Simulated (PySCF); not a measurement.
# Ge2H6O2 (SMILES [OH][GeH2][GeH2][OH]) at TPSS/6-31G(d) (spherical functions)

What is the vertical ionisation energy of Ge2H6O2 at TPSS/6-31G* (spherical functions)? The job is set up through a Python script.

The calculation is run with PySCF 2.14.0.

4 further runs of the same task are left out: 4 set aside as unsound or not needed.

## Step 1: The molecule

Ge2H6O2 has 10 atoms, charge 0, and is taken as a singlet. As SMILES, `[OH][GeH2][GeH2][OH]`. The shape is that of a PBE0-D4/def2-TZVP optimisation. This is one conformer, not always the lowest.

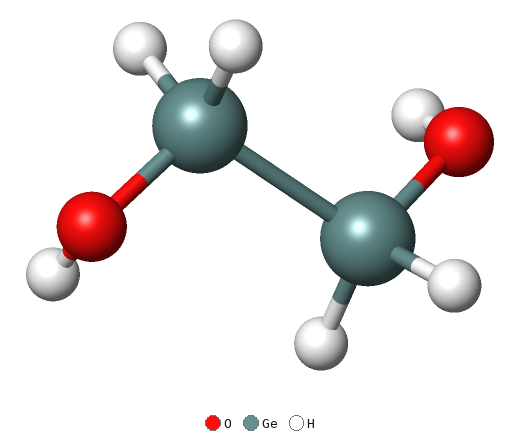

Viewed from a chosen angle; oxygen red, germanium teal, hydrogen white.

## Step 2: A single-point energy at TPSS/6-31G(d) (spherical functions)

Contents of mol.xyz:

```xyz
10

O     -0.309300     2.455000    -0.006400
Ge     0.600700     0.984100     0.456700
Ge    -0.721500    -1.006400    -0.054200
O      0.308500    -2.466700     0.057800
H     -0.425000     2.532100    -0.955900
H      0.860000     1.168500     1.957800
H      1.943500     0.946400    -0.311300
H     -1.840500    -1.265700     0.963100
H     -1.315400    -0.903200    -1.479200
H      0.981900    -2.495100    -0.625400
```

Contents of calc.py:

```python
from pyscf import gto, dft

system = gto.M(
    atom='mol.xyz',
    max_memory=1860,
    spin=0,
    basis='6-31g*',
    verbose=3,
)

mf = dft.RKS(system)
mf.xc = 'tpss'
mf.conv_tol = 1e-10
mf.grids.level = 5
mf.kernel()
if not mf.converged:
    mf = mf.newton().run(mf.mo_coeff, mf.mo_occ)

e_final = mf.e_tot
print('E = %.10f Eh' % e_final)
```

On the command line:

```sh
$ OMP_NUM_THREADS=1 python calc.py
```

The program printed:

```text
converged SCF energy = -4307.47002907269
E = -4307.4700290727 Eh
```

Run time: 75 s. Hardware: 1 thread of Arm Neoverse V1, shared host; peak memory 0.58 GiB.

## Step 3: The doublet cation, same level

Contents of calc.py:

```python
from pyscf import gto, dft

system = gto.M(
    atom='''
O       -0.309300       2.455000      -0.006400
Ge       0.600700       0.984100       0.456700
Ge      -0.721500      -1.006400      -0.054200
O        0.308500      -2.466700       0.057800
H       -0.425000       2.532100      -0.955900
H        0.860000       1.168500       1.957800
H        1.943500       0.946400      -0.311300
H       -1.840500      -1.265700       0.963100
H       -1.315400      -0.903200      -1.479200
H        0.981900      -2.495100      -0.625400
''',
    basis='6-31g*',
    verbose=3,
    spin=1,
    max_memory=1860,
    charge=1,
)

mf = dft.UKS(system, xc='tpss')
mf.grids.level = 5
mf.conv_tol = 1e-10
mf.kernel()
if not mf.converged:
    mf = mf.newton().run(mf.mo_coeff, mf.mo_occ)

e_tot = mf.e_tot
print('Final energy', e_tot)
```

On the command line:

```sh
$ OMP_NUM_THREADS=1 python calc.py
```

The program printed:

```text
converged SCF energy = -4307.14366311951  <S^2> = 0.75355044  2S+1 = 2.0035473
Final energy -4307.14366311951
```

It took 2.7 min on 1 thread of Arm Neoverse V1, shared host; peak memory 0.6 GiB.

## Step 4: Outcome

At TPSS/6-31G* (spherical functions):

| quantity | value |
| --- | --- |
| singlet Ge2H6O2: total energy | -4307.47003 Eh |
| singlet Ge2H6O2: dipole moment | 2.30 D |
| singlet Ge2H6O2: HOMO energy | -6.01 eV |
| singlet Ge2H6O2: LUMO energy | -1.25 eV |
| singlet Ge2H6O2: HOMO–LUMO gap | 4.76 eV |
| doublet cation: total energy | -4307.14366 Eh |
| doublet cation: HOMO energy (highest over α and β) | -12.60 eV |
| doublet cation: LUMO energy (lowest over α and β) | -11.74 eV |
| doublet cation: ⟨S²⟩ | 0.754 |
| vertical ionisation energy (to the doublet cation) | 8.881 eV |

**Reading.** The vertical ionisation energy comes to 8.88 eV (205 kcal/mol). The negative HOMO energy of the first species, 6.01 eV, lies 2.87 eV below that difference.
